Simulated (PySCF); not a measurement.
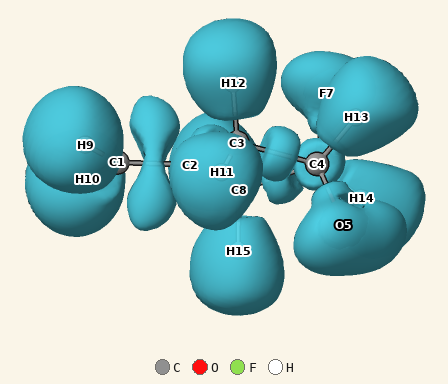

Figure. C₆H₈FO (doublet). Isosurface of the ELF at 0.75 (cyan), seen from one side. Only the valence region is drawn (cores and ρ < 0.01 e/Å³ removed).

Geometry: GFN2-xTB.

Computed with PySCF 2.14.0, density-fitted response routines, UKS B3LYP, pcH-1 on C F H O, non-relativistic, mean-field spin-orbit, GIAO.

```yaml
atoms:
  - { symbol: C, position_ang: [2.0604, 0.3405, 0.9034] }
  - { symbol: C, position_ang: [0.8491, 0.1543, 0.4095] }
  - { symbol: C, position_ang: [-0.1182, -0.9077, 0.8522] }
  - { symbol: C, position_ang: [-1.4300, -0.5999, 0.0929] }
  - { symbol: O, position_ang: [-2.3720, 0.0079, 0.7536] }
  - { symbol: C, position_ang: [-0.9634, 0.2071, -1.1934] }
  - { symbol: F, position_ang: [-0.5813, -0.6662, -2.1797] }
  - { symbol: C, position_ang: [0.2319, 0.9923, -0.6846] }
  - { symbol: H, position_ang: [2.4493, -0.2738, 1.6962] }
  - { symbol: H, position_ang: [2.7035, 1.1223, 0.5380] }
  - { symbol: H, position_ang: [-0.2962, -0.8735, 1.9270] }
  - { symbol: H, position_ang: [0.2592, -1.8984, 0.5926] }
  - { symbol: H, position_ang: [-1.8428, -1.5348, -0.3570] }
  - { symbol: H, position_ang: [-1.7847, 0.8074, -1.5912] }
  - { symbol: H, position_ang: [-0.1073, 1.9456, -0.2752] }
  - { symbol: H, position_ang: [0.9348, 1.1859, -1.4959] }
```

Q: Identify the bonds, lone pairs and shells in this picture.

A: The surface consists of six regions between bonded C–C atoms (shared pairs), eight regions around hydrogen nuclei, one region on F in which the atom's valence shell and bonds are merged and one region on O in which the atom's valence shell and bonds are merged.

Values along the shortest contacts:
C–O (1.30 Å): the ELF peaks at about 0.90 between the atoms (a polar covalent bond). C–C (1.32 Å): the ELF peaks at about 0.95 between the atoms; a short, multiple covalent bond.
